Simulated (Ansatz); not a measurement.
ScRhC$_{6}$N$_{6}$, 56 atoms, a = 10.94 Å, b = 10.94 Å, c = 10.94 Å, α = 90.00°, β = 90.00°, γ = 90.00°.

Space group Fm-3m; a structure generated by program, which may or may not match a known phase; computed without spin polarisation.

Method: DFT PBE, scalar-relativistic, plane waves, PAW in Ansatz 0.2.0.

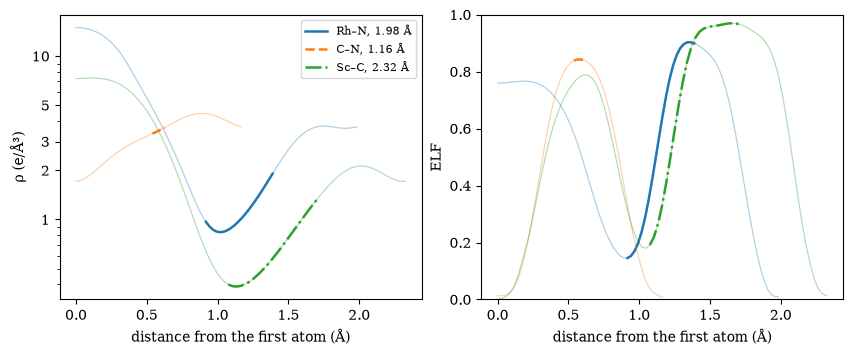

ScRhC$_{6}$N$_{6}$. Valence electron density and electron localisation function along straight lines between neighbouring atoms. Thin, pale parts lie inside the atomic spheres.

In a PAW calculation such maps are meaningful between the atoms, not at the nuclei.

### Compare the contacts.

Rh–N (1.98 Å): ρ is about 0.84 e/Å³ halfway; the ELF peaks at about 0.90 in the valence shell of N, 0.6 Å from its nucleus, and is about 0.20 at the midpoint.
C–N (1.16 Å): the density is about 3.5 e/Å³ at the midpoint; the ELF peaks at about 0.85 between the atoms (inside overlapping PAW spheres, so only a guide): a short, multiple covalent bond.
Sc–C (2.32 Å): ρ at the midpoint is about 0.39 e/Å³; the ELF peaks at about 0.95 in the valence shell of C, 0.7 Å from its nucleus, and is about 0.35 at the midpoint.
